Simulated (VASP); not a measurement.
Given:

```yaml
crystal:
  lattice:
    - [1.56504, -2.71073, 0.00000]
    - [1.56504, 2.71073, 0.00000]
    - [0.00000, 0.00000, 10.08568]
  atoms:
    - { symbol: Ga, position: [0.66667, 0.33333, 0.25117] }
    - { symbol: Al, position: [0.33333, 0.66667, 0.99697] }
    - { symbol: Al, position: [0.66667, 0.33333, 0.75032] }
    - { symbol: Al, position: [0.33333, 0.66667, 0.50334] }
    - { symbol: N, position: [0.66667, 0.33333, 0.44591] }
    - { symbol: N, position: [0.33333, 0.66667, 0.18552] }
    - { symbol: N, position: [0.66667, 0.33333, 0.93886] }
    - { symbol: N, position: [0.33333, 0.66667, 0.69192] }
```

All values below come from PBEsol GGA, VASP's PBE PAW potentials (set 64) (plane waves; VASP). Run with 520 eV cut-off, 9×9×3 Γ-centred mesh, tetrahedra with Blöchl corrections, potentials Ga_d Al N.

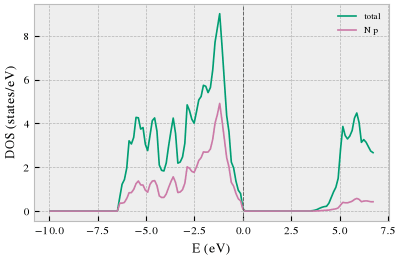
Fig. 1. Total and projected density of states, zero at the valence-band maximum

Within 2 eV below the valence-band maximum the largest weight inside VASP's projection spheres is N p.

The gap is direct, 3.30 eV, from the valence maximum at Γ to the conduction minimum at Γ.

The structure was generated: Al3GaN4 was put into an ordered model structure (P3m1), which need not be its known phase. It was relaxed first.
